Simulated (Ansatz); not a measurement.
AlF$_{3}$H$_{2}$O···H$_{2}$

```xyz
9

Al   -0.1300   -0.0789   -0.0737
H    -2.4563   -0.4496    0.9271
F    -1.0501   -0.8599   -1.1947
F     0.4670   -0.9609    1.1964
H     1.8372    1.0478   -1.0487
O     1.5929    0.1183   -0.9595
H    -2.1899   -0.0325    1.4901
F    -0.3638    1.5490    0.1352
H     2.2929   -0.3333   -0.4722
```

The product side of a reaction path; geometry: PBE0-D4/def2-TZVP.

Theory: RKS PBE0-D4/def2-TZVPP in Ansatz 0.2.0.

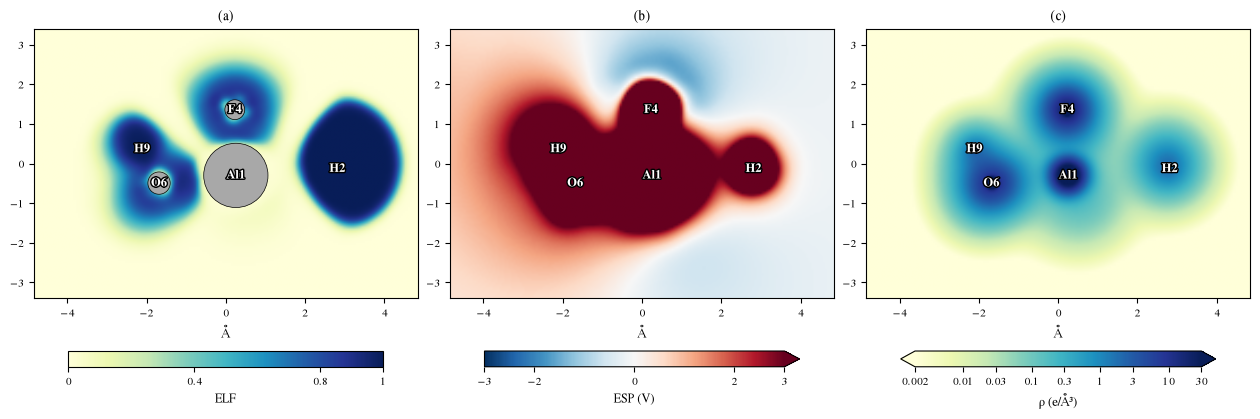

Figure 1. (a) ELF; (b) electrostatic potential; (c) total electron density on the plane of atoms F4, Al1 and O6. Grey discs cover the atomic cores in the ELF map.

Q: Describe what can be read from this map.

A: Atoms in the plane: Al, H, F and O.
Al1···H2 (2.56 Å): the density falls to about 0.07 e/Å³ on the way; the ELF climbs to about 1 towards the hydrogen.
Al–F (1.66 Å): ρ is about 0.9 e/Å³ halfway; the ELF peaks at about 0.85 in the valence shell of F, 0.6 Å from its nucleus, and is about 0.35 at the midpoint.
Al–O (1.95 Å): the density is about 0.5 e/Å³ at the midpoint; the ELF peaks at about 0.90 in the valence shell of O, 0.6 Å from its nucleus, and is about 0.60 at the midpoint.
O–H (0.97 Å): the density is about 3.9 e/Å³ at the midpoint; the ELF climbs to about 1 towards the hydrogen: a covalent bond by its length.
The ELF also peaks beside F4, away from the bonds: lone-pair regions.
Outside the dense part of the complex the potential is most negative (−1.6 V) near F4.

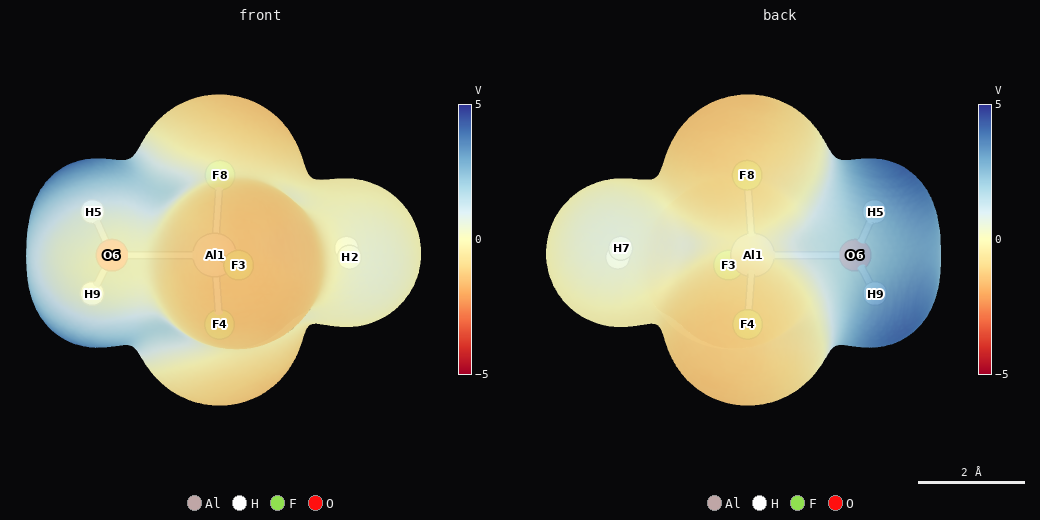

Figure 2. The electrostatic potential painted on the density surface at 0.002 e/bohr³, seen from the front and from behind; the colour scale runs from red (negative) to blue (positive).

Q: Describe the electrostatic potential map.

A: The most negative region (about −1.5 V) lies over F3, the most positive (about +4.1 V) over H5 and H9.

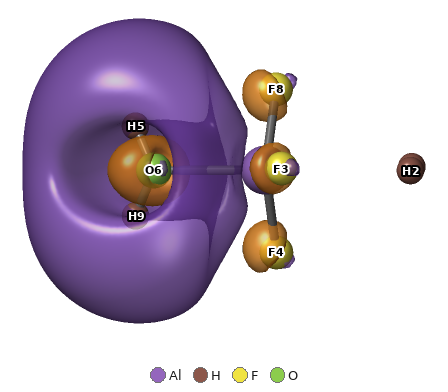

Figure 3. The LUMO at ±0.08 Å⁻³ᐟ² (orange and purple are the two phases), seen across its widest extent.

Q: Where does this orbital lie, and at what energy?

A: Its weight (Hirshfeld) is mainly on H5 (about 30 %), H9 (about 30 %), O6 (about 20 %) and Al1 (about 20 %). Its energy is −0.70 eV.

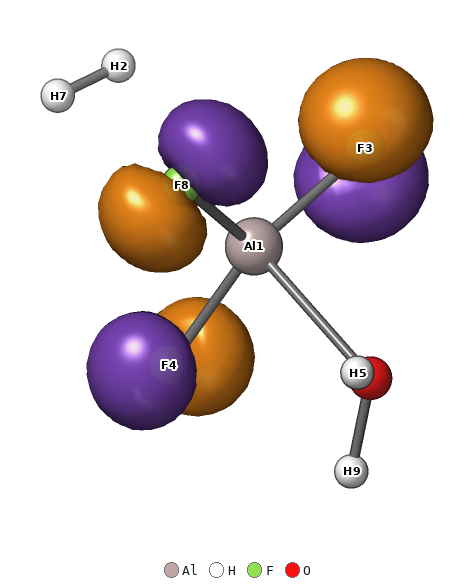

Figure 4. One frontier orbital at ±0.2 Å⁻³ᐟ² (orange and purple are the two phases), seen at an oblique angle.

Q: Which orbital is it: HOMO or LUMO?

A: The HOMO, at −10.59 eV. It lies mainly on F3 (about 40 %), F4 (about 25 %) and F8 (about 25 %); largely a combination of lone pairs on F3, F4 and F8.
